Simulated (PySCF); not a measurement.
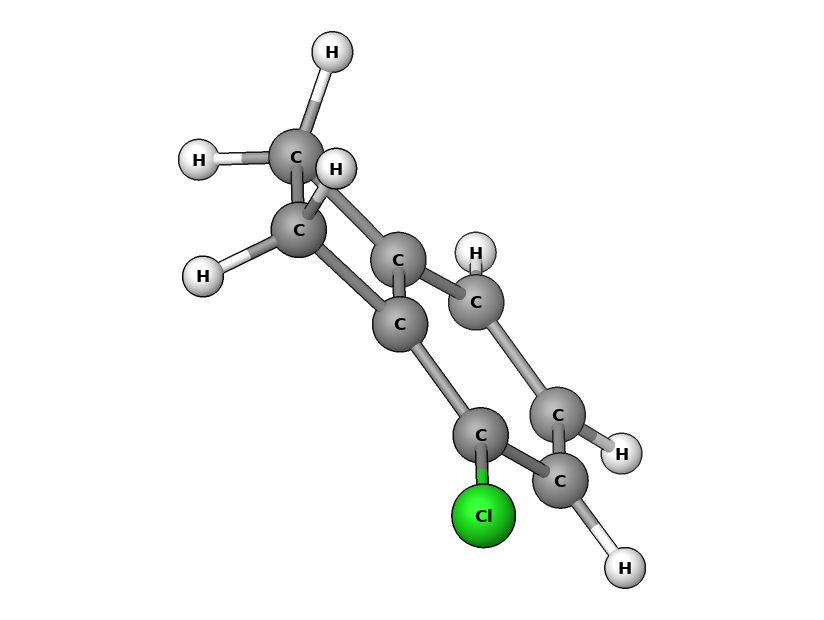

Rendered structure (ball-and-stick style).

The computed structure is the end point of a PBE0-D3(BJ)/def2-SVP optimisation. No frequency run is at hand to confirm it as a minimum.

Count the atoms of each element.

C₈H₇Cl, 16 atoms: 8 carbon, 7 hydrogen and 1 chlorine.

What is the point group of this geometry?

Cs.

Write the SMILES.

Clc1cccc2c1CC2

Describe its rings.

Independent rings (smallest set): 1 of 4 members, 1 of 6 members, 1 of them aromatic.

Name functional groups in it.

Among them: C–Cl bond.

More results for the same structure follow; atom numbers are the same in all pictures, views and colours differ.

## Geometry

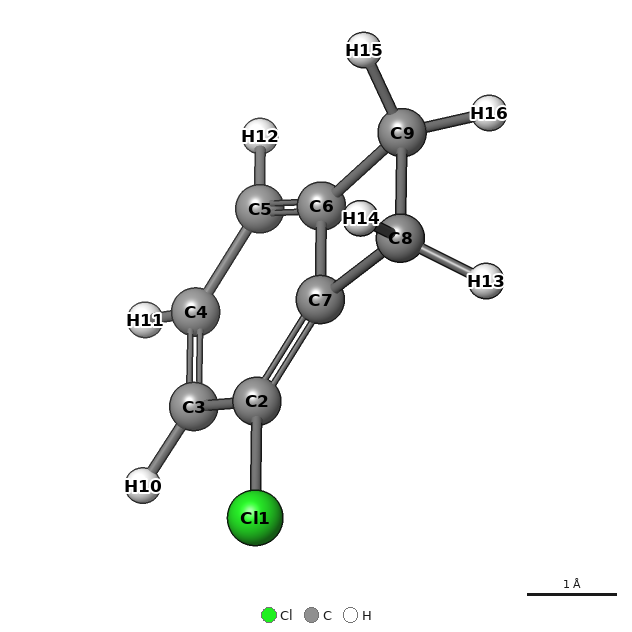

The atoms are numbered. No frequency run is at hand to confirm it as a minimum.

How are the neighbours of atom 2 arranged?

C2 has 3 neighbours (Cl1 at 1.73, C3 at 1.40, C7 at 1.38 Å); the arrangement is trigonal planar.

What is the geometry at C4?

C4 has 3 neighbours (C3 at 1.40, C5 at 1.40, H11 at 1.09 Å); the arrangement is trigonal planar.

How are the neighbours of atom 5 arranged?

C5 has 3 neighbours (C4 at 1.40, C6 at 1.39, H12 at 1.09 Å); the arrangement is trigonal planar.

What is the geometry at C3?

C3 has 3 neighbours (C2 at 1.40, C4 at 1.40, H10 at 1.09 Å); the arrangement is trigonal planar.

What is the dihedral angle C4–C5–C6–C9?

180° in size, that is anti.

## Electronic properties

No frequency run is at hand to confirm it as a minimum. Properties computed with PBE0/def2-SVPD, gas phase (PySCF 2.14.0). Excitations: vertical, linear response.

Predict the main results.

- dipole moment: 1.91 D
- HOMO energy (Kohn–Sham orbital): −7.07 eV
- LUMO energy (Kohn–Sham orbital): −0.61 eV
- HOMO–LUMO gap: 6.47 eV
- mean static polarisability: 104.2 bohr³
- lowest vertical singlet excitation: 5.22 eV
- its oscillator strength: 0.008
- brightest of the 6 lowest singlets: 6.54 eV
- its oscillator strength: 0.49

## Ring current

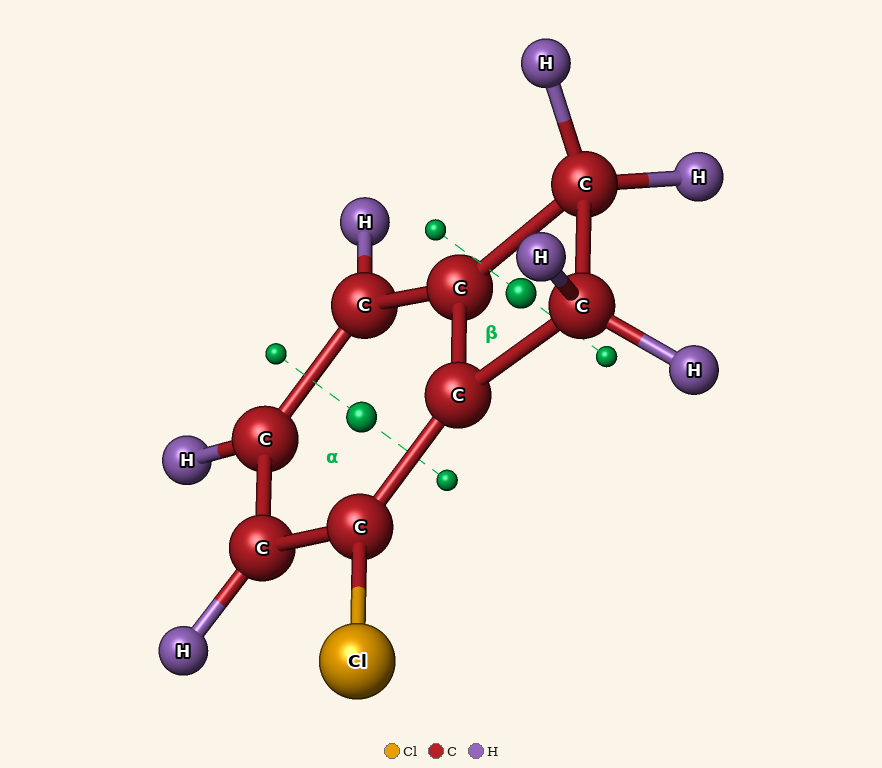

The small points mark where nucleus-independent chemical shifts (NICS) were computed: at the centre of each lettered ring and 1 Å above and below it. No frequency run is at hand to confirm it as a minimum. Level of theory: GIAO PBE0/pcSseg-1 NMR shielding, non-relativistic, IEF-PCM chloroform (PySCF 2.14.0).

Give NICS(0), NICS(1) and the out-of-plane component NICS(1)zz for each ring (means of the two sides).

```
ring  members  NICS(0)  NICS(1)  NICS(1)zz
   α       C6     −9.5    −11.1      −26.9
   β       C4      2.5     −1.4        2.9
```

Values in ppm.

What do the values say about the ring currents?

Ring α: diatropic, as in an aromatic ring. NICS is one index among several.

## NMR shielding

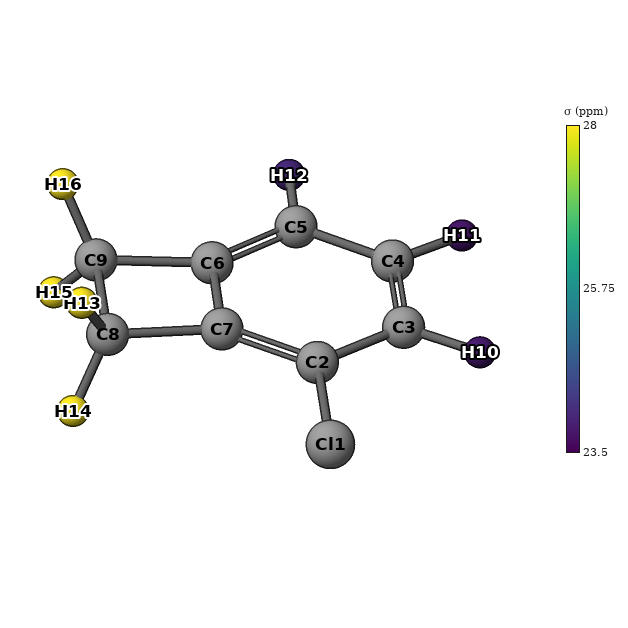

Atoms are coloured by their isotropic NMR shieldings (H only, the others grey). No frequency run is at hand to confirm it as a minimum. Properties computed with GIAO PBE0/pcSseg-1 NMR shielding, non-relativistic, IEF-PCM chloroform (PySCF 2.14.0).

Which H atom is the most shielded (lowest chemical shift)?

H15, H16 (28.00 ppm).

Which H atom is the least shielded (highest chemical shift)?

H11 (23.78 ppm).

How wide is the range of H shifts?

4.22 ppm.

Give the isotropic NMR shieldings of the H atoms atom by atom.

```tsv
atom	σ (ppm)
H10	23.85
H11	23.78
H12	24.02
H13	27.98
H14	27.98
H15	28.00
H16	28.00
```

## Quadrupole coupling

No frequency run is at hand to confirm it as a minimum. Electric field gradients from the ground-state density, PBE0/pcSseg-1 in chloroform (IEF-PCM) (PySCF 2.14.0), non-relativistic apart from any core potentials.

Give the largest field-gradient component, the quadrupole coupling constant and the asymmetry for 35Cl at Cl1 (Q = −81.7 mb).

```tsv
atom	V_zz (a.u.)	e²qQ/h (MHz)	η
Cl1	3.812	−73.2	0.09
```
